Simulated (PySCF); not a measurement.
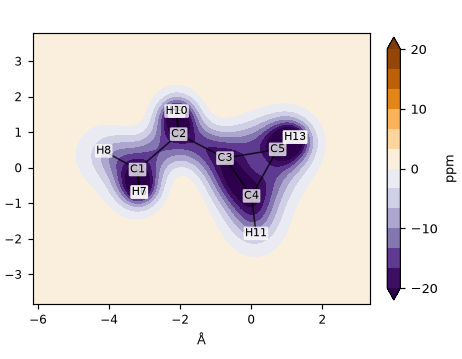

Figure. C$_{5}$H$_{8}$, SMILES `CCC1=CC1`. NICSzz (the component normal to the ring) 1.0 Å above the plane of the 3-membered ring C3/C4/C5; GIAO shieldings; atoms are projected onto the map; negative values mean shielding.

Method: HF/cc-pVDZ; geometry: GFN2-xTB; program: PySCF. No frequency check shows the geometry to be a minimum.

Cartesian coordinates (Å):

```
C1      -2.0423   -0.3458    0.0003
C2      -0.9339    0.7034    0.0011
C3       0.4006    0.0921    0.0001
C4       1.1969   -0.9340    0.0005
C5       1.8688    0.4101   -0.0015
H6      -1.9623   -0.9781   -0.8833
H7      -1.9645   -0.9772    0.8794
H8      -3.0192    0.1324   -0.0013
H9      -1.0260    1.3489    0.8787
H10     -1.0238    1.3480   -0.8826
H11      1.3721   -1.9807    0.0014
H12      2.3404    0.7765    0.9090
H13      2.3426    0.7756   -0.9039
```

### Is the ring aromatic by this magnetic criterion?

It is shielded above its centre; in a three-membered ring σ bonds weigh heavily, so the values alone don't measure π aromaticity: NICS(0) = −30.6, NICS(1) = −7.9, NICS(1)zz = −16.9 ppm.
